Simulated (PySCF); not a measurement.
## Frequency calculation of GeH₃O₃

System: GeH₃O₃, multiplicity 2.
Method: UKS-based PBE0, Ge def2-TZVP, O def2-TZVP, H def2-TZVP; non-relativistic Hamiltonian; density fitting (PySCF 2.14.0).

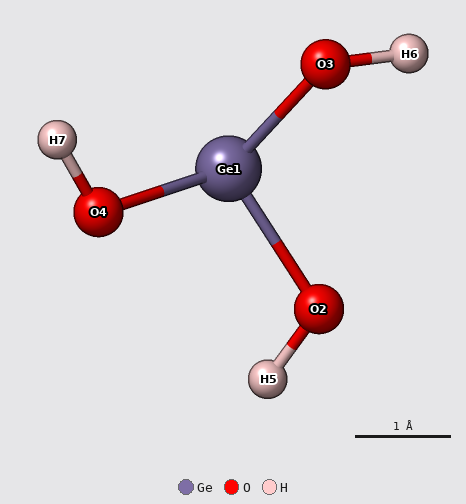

*The structure (ball-and-stick view, seen at a tilt; atoms are numbered from 1 in the order of the input). Sticks mark near contacts.*

Bond lengths as drawn: Ge–O 1.78 Å and H–O 0.96 Å.

**Input file**
```python
from pyscf import gto, scf, dft
mol = gto.M(atom='''
Ge    -0.000000     0.000000    -0.254350
O      1.644262     0.100233     0.414731
O     -0.908935     1.373856     0.414731
O     -0.735326    -1.474089     0.414731
H      2.138170    -0.717724     0.305046
H     -0.447518     2.210572     0.305046
H     -1.690653    -1.492848     0.305046''',
    basis={'Ge': 'def2-TZVP', 'O': 'def2-TZVP', 'H': 'def2-TZVP'},
    charge=0, spin=1)
mf = dft.UKS(mol, xc='PBE0')
mf.grids.atom_grid = (75, 302)
aux = {'Ge': 'def2-universal-JKFIT', 'O': 'def2-universal-JKFIT', 'H': 'def2-universal-JKFIT'}
mf = mf.density_fit(auxbasis=aux)
mf.conv_tol = 1e-09
mf.diis_space = 10
mf.max_cycle = 60
mf.verbose = 4
mf.kernel()
```

The script is an equivalent of the set-up of the self-consistent field. The run itself was carried out by a driver, which started from the orbitals of the step before it where there was one and computed the further properties.

Run as:
```bash
OMP_NUM_THREADS=4 python axn.py task.json out
```

**What the program printed**
```
init E= -2304.12675453608
  alpha nocc = 30  HOMO = -0.237981547446019  LUMO = 0.039227702851937
  beta  nocc = 29  HOMO = -0.335231787246575  LUMO = -0.112325938109109
  HOMO = -0.237981547446  LUMO = -0.112325938109  gap/eV = 3.41926
cycle= 1 E= -2304.12675453607  delta_E= 8.19e-12  |g|= 7.59e-06  |ddm|= 6.06e-06
  alpha nocc = 30  HOMO = -0.237981167894112  LUMO = 0.0392279802887736
  beta  nocc = 29  HOMO = -0.335232230212614  LUMO = -0.112325612256711
  HOMO = -0.237981167894  LUMO = -0.112325612257  gap/eV = 3.41926
Extra cycle  E= -2304.12675453601  delta_E= 5.73e-11  |g|= 1.32e-05  |ddm|= 1.06e-05
converged SCF energy = -2304.12675453601  <S^2> = 0.75338495  2S+1 = 2.0033821
```

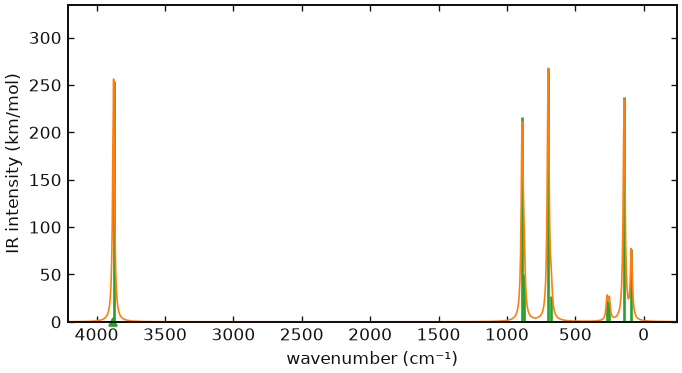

*Harmonic infrared spectrum, unscaled: sticks (degenerate modes added up, dark ones marked on the axis) with a Lorentzian envelope of 16 cm⁻¹ full width, scaled to the tallest stick.*

15 modes from 90 to 3878 cm⁻¹, none imaginary. The strongest line is at 698 cm⁻¹ (268 km/mol). All modes, in cm⁻¹ (km/mol): 90 (38), 90 (38), 143 (237), 251 (10.6), 251 (10.6), 268 (23), 676 (27), 698 (134), 698 (134), 874 (50), 888 (108), 888 (108), 3876 (127), 3876 (127), 3878 (1.4).

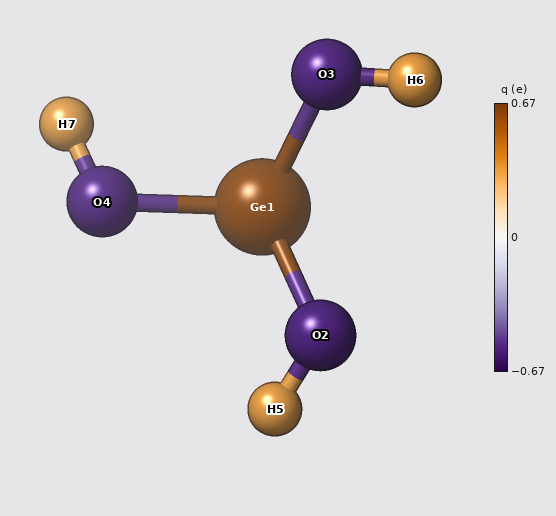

*Mulliken charges, as the colour of each atom (ball-and-stick view, seen at a tilt; atoms are numbered from 1 in the order of the input).*

By element: Ge +0.64, O −0.53 and H +0.32 e.

**Summary**

| quantity | value |
| --- | --- |
| outcome | converged |
| total energy | −2304.126755 hartree |
| ⟨S²⟩ | 0.753 |
| zero-point energy | 0.039741 hartree |
| dipole moment | 1.60 D |
| wavenumbers, lowest and highest | 90 and 3878 cm⁻¹ |
| hardware | 4 threads of Arm Neoverse V1, 24 GiB of memory available, shared host |
| wall time | 2.5 min (CPU time 8 min) |
| peak memory | 2.2 GiB |
